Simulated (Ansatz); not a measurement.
# ClH₄NOSSi: how energies converge with the basis set

How large a basis does ClH₄NOSSi need? Two functionals are run in growing sets.

Method: one geometry, several basis sets; program: Ansatz 0.2.0, Gaussian basis.

The runs, in order: PBE0-D4/def2-SVP; ωB97M-V/def2-SVP; PBE0-D4/def2-QZVPP; ωB97M-V/def2-QZVPP; the functionals' def2-TZVPP values are taken from earlier runs.

### 1 The relaxed structure

An earlier PBE0-D4 in a triple-zeta def2 set relaxation fixed the geometry.

SMILES `N[Si](O)(S)Cl`, 9 atoms, charge 0, spin multiplicity 1.

Atoms are counted from 1 here; the program's logs count them from 0.

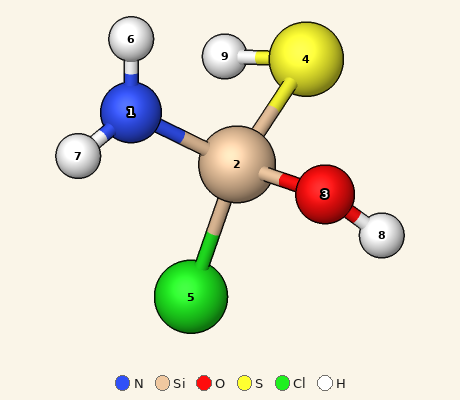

The geometry (nitrogen blue, silicon light orange, oxygen red, sulfur yellow, chlorine green, hydrogen white); atoms are numbered from 1 in the order of the file.

### 2 PBE0-D4 in def2-SVP

in.yaml reads:

```yaml
crystal:
  periodic: [false, false, false]
  atoms:
    - {symbol: N, position_ang: [0.781626, 1.078789, 0.534858]}
    - {symbol: Si, position_ang: [-0.171580, -0.235253, 0.078341]}
    - {symbol: O, position_ang: [0.395332, -1.666522, 0.622429]}
    - {symbol: S, position_ang: [-0.253693, -0.390038, -2.035482]}
    - {symbol: Cl, position_ang: [-2.034300, 0.076205, 0.895515]}
    - {symbol: H, position_ang: [1.654681, 1.262819, 0.069695]}
    - {symbol: H, position_ang: [0.745348, 1.456645, 1.467060]}
    - {symbol: H, position_ang: [-0.177338, -2.431956, 0.543156]}
    - {symbol: H, position_ang: [-0.851577, 0.803012, -2.192672]}
basis:
  gaussian: {orbitals: def2-SVP}
hamiltonian: {xc: pbe0, dispersion: d4}
output: {orbitals: {seedname: orbitals}}
```

Command:

```console
ansatz run in.yaml --threads 4 --pin off --events-out ev --progress --plain --max-ram 10444MiB
```

The program printed:

```text
Functional definition: PBE0
  name "PBE0"
  cite "Adamo & Barone, J. Chem. Phys. 110, 6158 (1999) doi:10.1063/1.478522"
  cite "Perdew, Burke & Ernzerhof, Phys. Rev. Lett. 77, 3865 (1996) doi:10.1103/PhysRevLett.77.3865"
  parent pbe
  parameter a = 0.25
  parameter kappa = 0.804
  parameter beta = 0.06672455060314922
  exchange = (1 - a)*pbe_x(kappa = kappa, mu = beta*pi^2/3) + a*exact_x
  correlation = pbe_c(beta = beta)
966 factors; integrals over basis functions are off by at most 1.2e-3 eV
mean field evaluation 1: about -34806.8078 eV, gradient 6.5e1 eV
mean field evaluation 2: about -34798.0622 eV, gradient 9.2e1 eV
mean field evaluation 4: about -34814.5991 eV, gradient 3.3e0 eV
mean field evaluation 8: about -34814.7245 eV, gradient 2.0e-1 eV
mean field evaluation 16: about -34814.7246 eV, gradient 4.1e-5 eV
mean field -34814.72459271 eV, -1279.4175305144 hartree, gradient 4.0e-5 eV, S^2 0.000000; 0 other end points of the search recorded, 0 dependent functions left out
reference -34814.72461580 eV, -1279.4175313627 hartree; 33, 33 occupied and 69, 69 virtual orbitals, 966 factors
Total energy: -34814.95960831 eV, -1279.4261671781 hartree
```

Run time: 0.45 s. Hardware: 4 threads of AMD EPYC 9R45, shared host.

### 3 ωB97M-V in def2-SVP

Changes to in.yaml since step 2:

```diff
@@ -14,3 +14,3 @@
   gaussian: {orbitals: def2-SVP}
-hamiltonian: {xc: pbe0, dispersion: d4}
+hamiltonian: {xc: {name: wB97M-V}}
 output: {orbitals: {seedname: orbitals}}
```

The command is unchanged.

The program printed, shortened:

```text
Functional definition: wB97M-V
  name "wB97M-V"
  cite "Mardirossian & Head-Gordon, J. Chem. Phys. 144, 214110 (2016) doi:10.1063/1.4952647"
  cite "Becke, J. Chem. Phys. 107, 8554 (1997) doi:10.1063/1.475007"
  cite "Vydrov & Van Voorhis, J. Chem. Phys. 133, 244103 (2010) doi:10.1063/1.3521275"
  # Of w^i u^j: cxij and so on, Table III.
[...]
  gx(w, u) = 1 - cx + cx01*u + cx10*w
  gss(w, u) = css00 + css04*u^4 + css10*w + css20*w^2 + css43*w^4*u^3
  gos(w, u) = cos00 + cos10*w + (cos20 + cos21*u)*w^2 + (cos60 + cos61*u)*w^6
[...]
      + integral(e_c_pw_mod_opposite_spin*gos(b97_w_opposite, b97_u_opposite)) + vv10(b, c)
966 factors; integrals over basis functions are off by at most 1.2e-3 eV
287 factors; integrals over basis functions are off by at most 8.8e-6 eV
[...]
mean field -34827.02076332 eV, -1279.8694064494 hartree, gradient 3.4e-5 eV, S^2 0.000000; 0 other end points of the search recorded, 0 dependent functions left out
reference -34827.02079974 eV, -1279.8694077877 hartree; 33, 33 occupied and 69, 69 virtual orbitals, 966 factors
Total energy: -34827.02079974 eV, -1279.8694077877 hartree
```

Run time: 1.6 s. Hardware: 4 threads of AMD EPYC 9R45, shared host.

### 4 PBE0-D4 in def2-QZVPP

Changes to in.yaml since step 3:

```diff
@@ -13,4 +13,4 @@
 basis:
-  gaussian: {orbitals: def2-SVP}
-hamiltonian: {xc: {name: wB97M-V}}
+  gaussian: {orbitals: "def2-QZVPP.json"}
+hamiltonian: {xc: pbe0, dispersion: d4}
 output: {orbitals: {seedname: orbitals}}
```

The command is unchanged.

The program printed:

```text
Functional definition: PBE0
  name "PBE0"
  cite "Adamo & Barone, J. Chem. Phys. 110, 6158 (1999) doi:10.1063/1.478522"
  cite "Perdew, Burke & Ernzerhof, Phys. Rev. Lett. 77, 3865 (1996) doi:10.1103/PhysRevLett.77.3865"
  parent pbe
  parameter a = 0.25
  parameter kappa = 0.804
  parameter beta = 0.06672455060314922
  exchange = (1 - a)*pbe_x(kappa = kappa, mu = beta*pi^2/3) + a*exact_x
  correlation = pbe_c(beta = beta)
1724 factors; their error is unknown
mean field evaluation 1: about -34821.1609 eV, gradient 7.8e1 eV
mean field evaluation 2: about -34805.9192 eV, gradient 1.1e2 eV
mean field evaluation 4: about -34831.4973 eV, gradient 5.9e0 eV
mean field evaluation 8: about -34831.5577 eV, gradient 3.1e-1 eV
mean field evaluation 16: about -34831.5908 eV, gradient 6.2e-5 eV
mean field -34831.59078319 eV, -1280.0373515821 hartree, gradient 8.4e-5 eV, S^2 0.000000; 0 other end points of the search recorded, 0 dependent functions left out
reference -34831.59081716 eV, -1280.0373528305 hartree; 33, 33 occupied and 411, 411 virtual orbitals, 1724 factors
Total energy: -34831.82580967 eV, -1280.0459886460 hartree
```

It took 3.1 s on 4 threads of AMD EPYC 9R45, shared host; peak memory 1.8 GiB.

### 5 ωB97M-V in def2-QZVPP

Changes to in.yaml since step 4:

```diff
@@ -14,3 +14,3 @@
   gaussian: {orbitals: "def2-QZVPP.json"}
-hamiltonian: {xc: pbe0, dispersion: d4}
+hamiltonian: {xc: {name: wB97M-V}}
 output: {orbitals: {seedname: orbitals}}
```

The command is unchanged.

The program printed, shortened:

```text
Functional definition: wB97M-V
  name "wB97M-V"
  cite "Mardirossian & Head-Gordon, J. Chem. Phys. 144, 214110 (2016) doi:10.1063/1.4952647"
  cite "Becke, J. Chem. Phys. 107, 8554 (1997) doi:10.1063/1.475007"
  cite "Vydrov & Van Voorhis, J. Chem. Phys. 133, 244103 (2010) doi:10.1063/1.3521275"
  # Of w^i u^j: cxij and so on, Table III.
[...]
  gx(w, u) = 1 - cx + cx01*u + cx10*w
  gss(w, u) = css00 + css04*u^4 + css10*w + css20*w^2 + css43*w^4*u^3
  gos(w, u) = cos00 + cos10*w + (cos20 + cos21*u)*w^2 + (cos60 + cos61*u)*w^6
[...]
      + integral(e_c_pw_mod_opposite_spin*gos(b97_w_opposite, b97_u_opposite)) + vv10(b, c)
1660 factors; their error is unknown
340 factors; integrals over basis functions are off by at most 1.6e-5 eV
[...]
mean field -34843.85821152 eV, -1280.4881712580 hartree, gradient 2.6e-5 eV, S^2 0.000000; 0 other end points of the search recorded, 0 dependent functions left out
reference -34843.85826515 eV, -1280.4881732289 hartree; 33, 33 occupied and 411, 411 virtual orbitals, 1660 factors
Total energy: -34843.85826515 eV, -1280.4881732289 hartree
```

Run time: 6.5 s. Hardware: 4 threads of AMD EPYC 9R45, shared host; peak memory 2.1 GiB.

### 6 Density functionals: the series

The def2-TZVPP values come from earlier runs at the same geometry.

| functional | basis | functions | energy (eV) | from the largest (eV) | HOMO (eV) | LUMO (eV) |
| --- | --- | --- | --- | --- | --- | --- |
| PBE0-D4 | def2-SVP | 102 | -34814.9596 | 16.866 | -7.50 | 0.88 |
| PBE0-D4 | def2-TZVPP | 244 | -34830.6325 | 1.193 | -7.68 | 0.34 |
| PBE0-D4 | def2-QZVPP | 444 | -34831.8258 | 0.000 | -7.72 | 0.01 |
| ωB97M-V | def2-SVP | 102 | -34827.0208 | 16.837 | -9.68 | 2.74 |
| ωB97M-V | def2-TZVPP | 244 | -34842.7268 | 1.131 | -9.89 | 1.95 |
| ωB97M-V | def2-QZVPP | 444 | -34843.8583 | 0.000 | -9.94 | 1.32 |

### 7 Results

```
                                       quantity           value
PBE0-D4: double and triple zeta above quadruple  16.87, 1.19 eV
ωB97M-V: double and triple zeta above quadruple  16.84, 1.13 eV
```

**Reading.** PBE0-D4 gains 15.67 eV from double to triple zeta, then 1.19 eV more. These are total energies; as a rule much of such shifts cancels in differences, which this series doesn't test. The LUMO of ωB97M-V is positive and keeps falling with the basis (2.74 to 1.32 eV): an unbound level that the basis holds in place.

For PBE0-D4 the largest set took about 7 times as long as the smallest (3.1 s against 0.45 s).
